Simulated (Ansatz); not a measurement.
# Cu2H2Pt, from a guessed structure to a relaxed one, part 2 of 2

This structure for Cu2H2Pt is made up. Its elements were placed in a known structure type with a cell scaled to their sizes. What cell does the guess relax to, and how far off was it?

Ansatz 0.2.0; DFT, PBEsol, plane-wave PAW, files of the set soft_1, scalar-relativistic, ferromagnetic start, cell and ions relaxed at zero pressure; PAW set soft_1 (the session's first sound run).

So far: Set-up; Relaxing cell and atoms.

**3. Bands of the relaxed cell**

With the geometry fixed, one more self-consistent run, with a narrower smearing and the mesh shown in its input, gives the bands, and its pressure, and its forces where symmetry allows any, show how far the geometry depends on these settings.

This step: DFT, PBEsol, plane-wave PAW, files of the set soft_1, scalar-relativistic, no spin, bands and density of states at the relaxed cell; PAW set soft_1 (Ansatz 0.2.0).

The input, input.yaml:

```yaml
crystal:
  lattice:
    - [-1.4263203467, 1.426877842, 5.384972737]
    - [1.4263203467, -1.426877842, 5.384972737]
    - [1.4263203467, 1.426877842, -5.384972737]
  atoms:
    - { symbol: Pt, position: [0.0, 0.0, 0.0] }
    - { symbol: Cu, position: [0.3316485555, 0.3316485555, 0.0] }
    - { symbol: Cu, position: [0.6683514445, 0.6683514445, 0.0] }
    - { symbol: H, position: [0.1628569378, 0.1628569378, 0.0] }
    - { symbol: H, position: [0.8371430622, 0.8371430622, 0.0] }
kpoints:
  mp_grid: { grid: [16, 16, 16] }
  band_path:
    path:
      - [[0.0, 0.0, 0.0], [0.0, 0.0, -0.5], [-0.03510561, 0.03510561, -0.5], [-0.26755281, 0.26755281, -0.26755281], [0.0, 0.0, 0.0], [-0.5, -0.5, 0.5], [-0.73244719, -0.26755281, 0.26755281], [-0.5, 0.0, 0.0], [-0.25, -0.25, -0.25], [-0.5, -0.5, 0.03510561], [-0.5, -0.5, 0.5]]
      - [[0.0, 0.0, -0.5], [-0.25, -0.25, -0.25]]
    npoints: 7
scf:
  occupations: { method: fermi_dirac, width: 0.03 }
  n_extra_bands: 9
hamiltonian:
  xc: pbesol
  pseudopotentials: { kind: paw, azcp: { folder: soft_1 }, xc_functional: pbe }
output:
  forces: true
  stress: true
  write_bands: true
  dos: { projected: true }
  write_density: true
  write_potential: true
  elf: true
  volumetric_format: npy
```

The run is started by

```bash
$ ansatz run input.yaml --threads 4 --pin off --max-ram 8192MiB --backend cpu --events-out ev --progress --plain --runs-dir out
```

Numbers of over 12 decimals in the logs are rounded to 6 here.

Output:

```text
[...]
Crystal: 5 atoms, lattice volume = 43.838 Å³
Basis set: ecut = 420 eV, 877 PW (Γ), FFT grids on a1−a2, a2, a2+a3, exchange–correlation on 54×80×40 points (8 copies of the dense FFT grid, shifted against one another)
Bands: 38, of which v1, the nominal top of the filled ones, is band 29 counted from 1 (28 counted from 0)
Symmetry: 8 space group operations
[...]
k-points: 621 of 4096
[...]
SCF iter   1: F=—  HF=-25597.004309 eV  |F-HF|=—  |Δ(HF+E_count)|=         —  Δρ=1.57e-1  dr2=1.54e1  ethr=3.10e-3  ⟨swp⟩=4.8  Hψ=84334  notcnv=0
[...]
SCF iter  11: F=-25594.002450 eV  HF=-25594.002450 eV  |F-HF|=2.39e-9  |Δ(HF+E_count)|=   2.34e-8  Δρ=2.92e-6  dr2=3.62e-9  ethr=1.32e-10  ⟨swp⟩=6.8  Hψ=113301  notcnv=0
SCF 1 converged in 11 iterations: F = -25594.002450 eV  dr2 = 3.62e-9
[...]
NSCF: frozen V_eff on 79 k-points
SCF converged after 11 iterations
Free energy (F): -25594.002450 eV
[...]
Internal energy: -25593.997805 eV  (E = F + TS)
E sigma→0 (E₀):  -25594.000127 eV
Entropy (-TS):   -0.004645 eV (-0.929 meV/atom)
Fermi energy:    17.721614 eV
[...]
--- Forces (eV/Å), atoms counted from 1 ---
  atom   1  Pt     0.00000000     0.00000000     0.00000000
  atom   2  Cu     0.00000000    -0.00000000    -0.00121076
  atom   3  Cu     0.00000000     0.00000000     0.00121076
  atom   4  H      0.00000000     0.00000000    -0.00409523
  atom   5  H      0.00000000     0.00000000     0.00409523
  max |Σ_I F_I| component: 5.42e-20 eV/Å
--- Stress (GPa, compression-positive) ---
       -0.192774       0.000000       0.000000
        0.000000      -0.185546      -0.000000
        0.000000      -0.000000       0.260546
  P = ⅓ Tr σ = -0.0393 GPa (-0.393 kbar)
--- Band table (eV; the first three rows and the last of 621) ---
  k-point 0: bands = [... 25 lower, 15.2434, 15.2468, 15.6195, 15.6213, 16.7582, 23.5933, 27.6370, 27.6498, ... 5 higher]
  k-point 1: bands = [... 25 lower, 15.1573, 15.6142, 15.6474, 16.0319, 16.6976, 23.3318, 26.6406, 26.7950, ... 5 higher]
  k-point 2: bands = [... 25 lower, 15.0934, 15.5986, 15.8672, 16.4781, 16.7861, 22.7735, 25.2007, 25.3936, ... 5 higher]
  k-point 620: bands = [... 25 lower, 15.0591, 16.1967, 16.1969, 16.7830, 19.3535, 23.2560, 25.5433, 25.5574, ... 5 higher]
```

It took 14 s on 4 threads of Intel Xeon Platinum 8559C (Emerald Rapids), shared host; peak memory 0.97 GiB; 53 s of CPU time.

Numbers from this step:

```
free energy             : -25594.0024 eV
energy at zero smearing : -25594.0001 eV
smearing term TS        : 0.004645 eV
Fermi energy            : 17.72 eV
pressure                : -0.03926 GPa
```

bands.tsv at the labelled points (eV, zero at the Fermi level; the bands that come nearest the Fermi level along the path):

| point | band 26 | band 27 | band 28 | band 29 | band 30 | band 31 | band 32 | band 33 |
| --- | --- | --- | --- | --- | --- | --- | --- | --- |
| Γ | -2.48 | -2.47 | -2.10 | -2.10 | -0.96 | 5.87 | 9.92 | 9.93 |
| X | -1.66 | -0.73 | 0.09 | 0.36 | 2.07 | 2.63 | 2.91 | 5.05 |
| Y | -1.66 | -0.80 | 0.19 | 0.21 | 1.78 | 2.61 | 3.12 | 5.20 |
| S | -2.34 | -1.76 | -1.60 | -1.52 | -0.05 | 3.49 | 3.99 | 7.75 |
| Γ | -2.48 | -2.47 | -2.10 | -2.10 | -0.96 | 5.87 | 9.92 | 9.93 |
| Z | -2.66 | -1.52 | -1.52 | -0.94 | 1.63 | 5.53 | 7.82 | 7.84 |
| S1 | -2.34 | -1.76 | -1.60 | -1.52 | -0.05 | 3.49 | 3.99 | 7.75 |
| N | -2.35 | -1.82 | -1.54 | -1.45 | -0.12 | 2.81 | 4.73 | 6.41 |
| P | -2.17 | 0.09 | 0.36 | 0.65 | 0.65 | 2.04 | 5.08 | 5.18 |
| Y1 | -1.66 | -0.80 | 0.19 | 0.21 | 1.78 | 2.61 | 3.12 | 5.20 |
| Z | -2.66 | -1.52 | -1.52 | -0.94 | 1.63 | 5.53 | 7.82 | 7.84 |
| X | -1.66 | -0.73 | 0.09 | 0.36 | 2.07 | 2.63 | 2.91 | 5.05 |
| P | -2.17 | 0.09 | 0.36 | 0.65 | 0.65 | 2.04 | 5.08 | 5.18 |

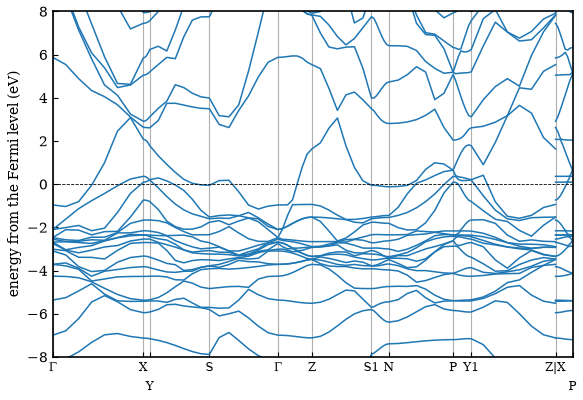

Bands along the path. 13 bands lie wholly below the window drawn.

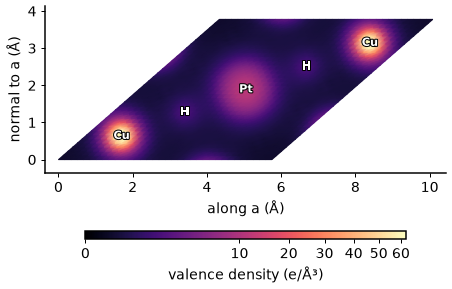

Valence density in the ab plane of the cell as run, not the conventional one, at fractional z = 0.000, with atoms of Pt and Cu and H within 0.2 Å of it. It is the smooth field of the valence electrons, not physical close to the nuclei. The map starts off the cell's origin, so that atoms lie inside it. The colour scale is stretched toward low values.

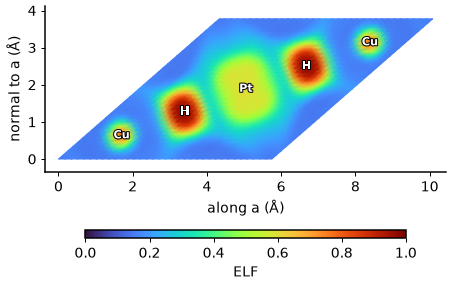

ELF in the ab plane of the cell as run, not the conventional one, at fractional z = 0.000, with atoms of Pt and Cu and H within 0.2 Å of it. It is the smooth field of the valence electrons, not physical close to the nuclei. The map starts off the cell's origin, so that atoms lie inside it.

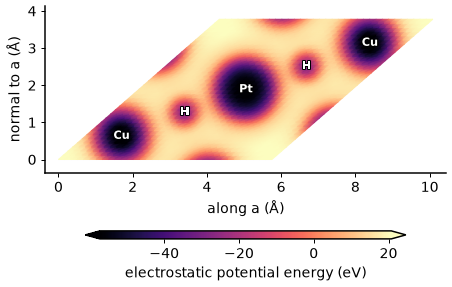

Electrostatic potential energy in the ab plane of the cell as run, not the conventional one, at fractional z = 0.000, with atoms of Pt and Cu and H within 0.2 Å of it. With pseudopotentials it is smooth inside the atoms' cores, unlike the true potential. The map starts off the cell's origin, so that atoms lie inside it.

**4. Results**

```yaml
space_group_relaxed: I4/mmm
conventional_cell: a = 2.853, b = 2.853, c = 10.770 Å; α = 90.0°, β = 90.0°, γ = 90.0°
volume_per_atom: 8.77 Å³ (guess 7.73)
total_moment: 0.00 μB in the cell of 5 atoms
```

Cu2H2Pt relaxes to I4/mmm with a = 2.853, b = 2.853 and c = 10.770 Å. The guessed volume was 12 % too small. The symmetry rose from Immm to I4/mmm, so the distortion of the structure type doesn't survive with these elements. The moments died out from this one start and weren't seeded again at the relaxed cell. Bands cross the Fermi level, so it is a metal or semimetal at this level. On the 16×16×16 mesh with the narrower smearing (relaxed on 13×13×13) the largest force component is 0.004 eV/Å and the largest stress component is 0.261 GPa, against the relaxation's thresholds of 0.015 eV/Å and 0.05 GPa. The cutoff wasn't tested. A vector of the cell changed its length by 14 %, more than the volume shows. Spin-orbit coupling is left out, which can matter for elements this heavy. No dispersion term is used, so weakly bound directions may come out too long. Nothing here tests whether the compound is stable against decomposition.

[Logs are printed without paths, hosts, clocks, repeated set-up lines and the standing remarks that a program may print on its own settings, such as how far it seeks lower states.]

[Hosts, paths, dates, database ids (printed as entryN), source tags and the programs' standing remarks are cut or masked in the printed files.]
